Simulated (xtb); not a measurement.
# Geometry relaxation, with input and output: GeF₄ (part 2 of 2)

Continued. System: GeF₄. Method: GFN-FF (xtb 6.7.1 later snapshot). 

Geometry of the input (Å):
```
F  -0.4283  0.0667  1.6030
Ge 0.0475  0.0386  -0.1567
F  1.3152  -1.1006  -0.1105
F  -1.3416  -0.4701  -0.8196
F  0.4234  1.5074  -0.4817
```

Output, continued
```
........................................................................
.............................. CYCLE    6 ..............................
........................................................................
     iter. time                 ...        0 min,  0.000 sec
 * total energy  :    -0.3276590 Eh     change       -0.4158655E-04 Eh
   gradient norm :     0.0046460 Eh/α   predicted    -0.2552402E-04 ( -38.62%)
   displ. norm   :     0.0318971 α      lambda       -0.9014503E-04
   maximum displ.:     0.0259164 α      in ANC's #3, #6, #5, ...

........................................................................
.............................. CYCLE    7 ..............................
........................................................................
     iter. time                 ...        0 min,  0.000 sec
 * total energy  :    -0.3277125 Eh     change       -0.5354610E-04 Eh
   gradient norm :     0.0031677 Eh/α   predicted    -0.4511702E-04 ( -15.74%)
   displ. norm   :     0.0074960 α      lambda       -0.1320959E-04
   maximum displ.:     0.0059670 α      in ANC's #6, #3, #8, ...

........................................................................
.............................. CYCLE    8 ..............................
........................................................................
     iter. time                 ...        0 min,  0.000 sec
 * total energy  :    -0.3277216 Eh     change       -0.9058920E-05 Eh
   gradient norm :     0.0020635 Eh/α   predicted    -0.6604119E-05 ( -27.10%)
   displ. norm   :     0.0048450 α      lambda       -0.6003664E-05
   maximum displ.:     0.0028634 α      in ANC's #6, #1, #4, ...

   *** GEOMETRY OPTIMIZATION CONVERGED AFTER 8 ITERATIONS ***

------------------------------------------------------------------------
 total energy gain   :        -0.0271229 Eh      -17.0199 kcal/mol
 total RMSD          :         0.2073112 a0        0.1097 Å
 total power (kW/mol):        -8.9013853 (step)********** (real)
------------------------------------------------------------------------

 ANCopt (total)                0 d,  0 h,  0 min,  0.001 sec
 optimizer setup                ...        0 min,  0.000 sec (  4.466%)
 model hessian                  ...        0 min,  0.000 sec (  7.520%)
 ANC generation                 ...        0 min,  0.000 sec (  8.074%)
 coordinate transformation      ...        0 min,  0.000 sec (  2.175%)
 single point calculation       ...        0 min,  0.000 sec ( 24.355%)
 optimization log               ...        0 min,  0.000 sec ( 16.674%)
 hessian update                 ...        0 min,  0.000 sec (  1.661%)
 rational function              ...        0 min,  0.000 sec ( 17.565%)

================
 final structure:
================
$coord
       -0.81256629475670        0.16673113467435        3.13936702918175      f
        0.00869507858318        0.01554212605946        0.01041622074250      ge
        2.45794803265941       -2.06431784724903       -0.35639619297465      f
       -2.53374212300408       -0.99704043740917       -1.71712982812934      f
        0.91031666426019        2.95818895950139       -1.01104278026026      f
$end

 Bond Distances (Angstroems)
 ---------------------------
F1-Ge2=1.7137        Ge2-F1=1.7137        Ge2-F3=1.7114        Ge2-F4=1.7126        Ge2-F5=1.7160        F3-Ge2=1.7114
F4-Ge2=1.7126        F5-Ge2=1.7160
 Ge F  Rav=1.7134 sigma=0.0017  Rmin=1.7114  Rmax=1.7160     4

 selected bond angles (degree)
 --------------------
F3-Ge2-F1=109.37               F4-Ge2-F1=109.34               F4-Ge2-F3=109.46               F5-Ge2-F1=109.42
F5-Ge2-F3=109.71               F5-Ge2-F4=109.52

 selected dihedral angles (degree)
 ---------------------------------

           -------------------------------------------------
          |                Final Singlepoint                |
           -------------------------------------------------
         :::::::::::::::::::::::::::::::::::::::::::::::::::::
         ::                     SUMMARY                     ::
         :::::::::::::::::::::::::::::::::::::::::::::::::::::
         :: total energy              -0.327721604468 Eh    ::
         :: gradient norm              0.002067732484 Eh/a0 ::
         ::.................................................::
         :: bond energy               -0.285369191324 Eh    ::
         :: angle energy               0.012087765660 Eh    ::
         :: torsion energy             0.000000000000 Eh    ::
         :: repulsion energy           0.024404239923 Eh    ::
         :: electrostat energy        -0.077590299345 Eh    ::
         :: dispersion energy         -0.001254119382 Eh    ::
         :: HB energy                  0.000000000000 Eh    ::
         :: XB energy                  0.000000000000 Eh    ::
         :: bonded atm energy          0.000000000000 Eh    ::
         :: external energy            0.000000000000 Eh    ::
         :: add. restraining           0.000000000000 Eh    ::
         :: total charge              -0.000000000000 e     ::
         :::::::::::::::::::::::::::::::::::::::::::::::::::::

           -------------------------------------------------
          |                Property Printout                |
           -------------------------------------------------

molecular dipole:
                 x           y           z       tot (Debye)
 q only:        0.002       0.002      -0.002       0.008
           -------------------------------------------------
          |                Geometry Summary                 |
           -------------------------------------------------

      molecular mass/u    :      148.6211628
   center of mass at/Å    :        0.0037338       0.0083188       0.0064004
  moments of inertia/u·Å² :        0.1484154E+03   0.1488679E+03   0.1489239E+03
rotational constants/cm⁻¹ :        0.1135841E+00   0.1132388E+00   0.1131963E+00

 * 4 selected distances

     #   Z          #   Z                                           value/Å
     1   9          2  32                                         1.7137225
     2  32          3   9                                         1.7113963 (min)
     2  32          4   9                                         1.7125836
     2  32          5   9                                         1.7159931 (max)

 * 1 distinct bonds (by element types)

   Z      Z             #   av. dist./Å        max./Å        min./Å
   9 F   32 Ge          4     1.7134239     1.7159931     1.7113963

optimized geometry written to: xtbopt.coord

           -------------------------------------------------
          | TOTAL ENERGY               -0.327721604468 Eh   |
          | GRADIENT NORM               0.002067732484 Eh/α |
           -------------------------------------------------
########################################################################
[WARNING] Runtime exception occurred
-1- gfnff_setup: Could not read topology file.
########################################################################

------------------------------------------------------------------------
------------------------------------------------------------------------
 total:
 *  cpu-time:     0 d,  0 h,  0 min,  0.004 sec
 * ratio c/w:     0.987 speedup
 SCF:
 *  cpu-time:     0 d,  0 h,  0 min,  0.000 sec
 * ratio c/w:     0.996 speedup
 ANC optimizer:
 *  cpu-time:     0 d,  0 h,  0 min,  0.002 sec
 * ratio c/w:     0.970 speedup
```

Standard error
```
normal termination of xtb
```

Trajectory as extended XYZ (Å, eV, eV/Å), 8 frames, from step=0 to step=7
```
5
Properties=species:S:1:pos:R:3 step=0 energy=-8.17971
F    -0.4283    0.0667    1.6030
Ge    0.0475    0.0386   -0.1567
F     1.3152   -1.1006   -0.1105
F    -1.3416   -0.4701   -0.8196
F     0.4234    1.5074   -0.4817
5
Properties=species:S:1:pos:R:3 step=1 energy=-8.55642
F    -0.4265    0.0787    1.5974
Ge    0.0396    0.0290   -0.1163
F     1.3192   -1.1085   -0.1265
F    -1.3525   -0.4895   -0.8373
F     0.4365    1.5322   -0.4828
5
Properties=species:S:1:pos:R:3 step=2 energy=-8.89055
F    -0.4232    0.0992    1.6020
Ge    0.0178    0.0118   -0.0198
F     1.3207   -1.1171   -0.1667
F    -1.3650   -0.5271   -0.8829
F     0.4659    1.5751   -0.4980
5
Properties=species:S:1:pos:R:3 step=3 energy=-8.90445
F    -0.4255    0.0989    1.6210
Ge    0.0152    0.0100   -0.0129
F     1.3172   -1.1135   -0.1742
F    -1.3612   -0.5298   -0.8926
F     0.4705    1.5762   -0.5068
5
Properties=species:S:1:pos:R:3 step=4 energy=-8.91492
F    -0.4289    0.0953    1.6526
Ge    0.0103    0.0075   -0.0025
F     1.3088   -1.1044   -0.1849
F    -1.3522   -0.5321   -0.9071
F     0.4782    1.5755   -0.5236
5
Properties=species:S:1:pos:R:3 step=5 energy=-8.91606
F    -0.4292    0.0931    1.6570
Ge    0.0088    0.0075   -0.0004
F     1.3061   -1.1009   -0.1861
F    -1.3490   -0.5313   -0.9084
F     0.4796    1.5735   -0.5275
5
Properties=species:S:1:pos:R:3 step=6 energy=-8.91751
F    -0.4297    0.0887    1.6616
Ge    0.0056    0.0079    0.0041
F     1.3011   -1.0938   -0.1879
F    -1.3423   -0.5286   -0.9091
F     0.4816    1.5677   -0.5342
5
Properties=species:S:1:pos:R:3 step=7 energy=-8.91776
F    -0.4300    0.0882    1.6613
Ge    0.0046    0.0082    0.0055
F     1.3007   -1.0924   -0.1886
F    -1.3408   -0.5276   -0.9087
F     0.4817    1.5654   -0.5350
```

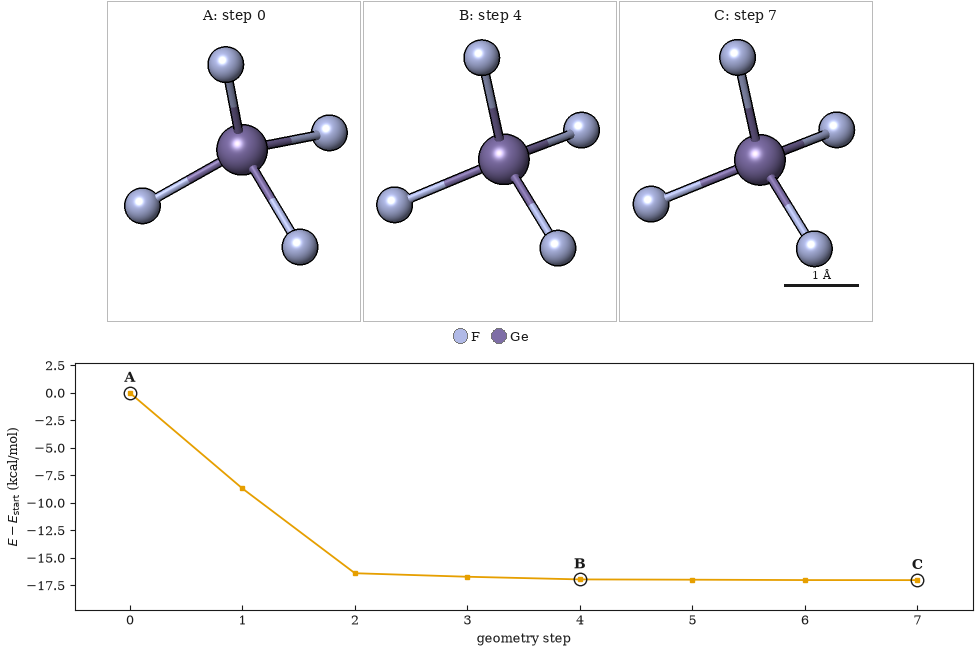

**Figure 1.** Frames of the relaxation (ball-and-stick view, seen at a tilt) above the curves, on which the letters mark them (steps are counted from 0).

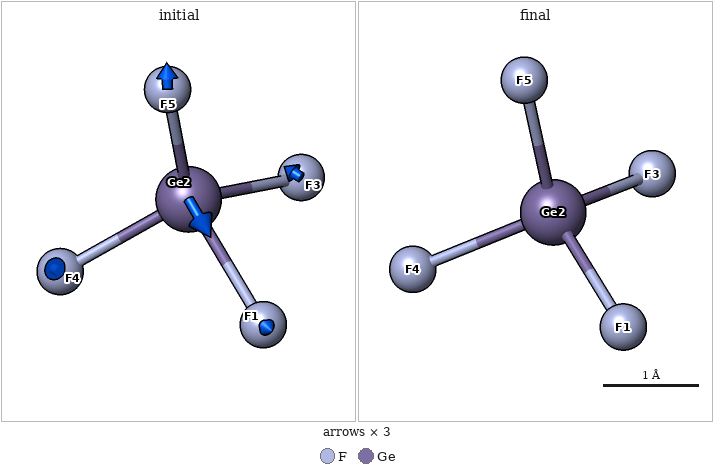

**Figure 2.** Before (left) and after (right) the relaxation, at one scale (ball-and-stick view, seen at a tilt). The blue arrows give the displacements, magnified 3 times. The largest move after the best rigid fit is that of Ge2, 0.17 Å. By element the largest moves are Ge 0.17 Å, F 0.11 Å. Distances before and after: Ge2–F5 1.551 → 1.716 Å, F1–Ge2 1.823 → 1.714 Å, Ge2–F4 1.621 → 1.713 Å, Ge2–F3 1.705 → 1.711 Å. Among the angles that change: F1–Ge2–F3 100.3° → 109.4°, F3–Ge2–F5 117.3° → 109.7°, F3–Ge2–F4 116.0° → 109.5°. Over 7 geometry steps the energy falls by 17.0 kcal/mol. (Atoms are counted from 1 in the order of the input.)

Summary

```json
{"quantity": "outcome", "value": "converged"}
{"quantity": "total energy", "value": "−0.327722 hartree"}
{"quantity": "dispersion energy", "value": "−0.001254 hartree"}
{"quantity": "dipole moment", "value": "0.01 D"}
{"quantity": "hardware", "value": "1 thread of Arm Neoverse V1, 24 GiB of memory available, shared host"}
{"quantity": "peak memory", "value": "0.073 GiB"}
```

Notes

Settings chosen away from the usual ones: method = gfn-ff; task = optimise; opt_level = lax; x = {}; partner = base.
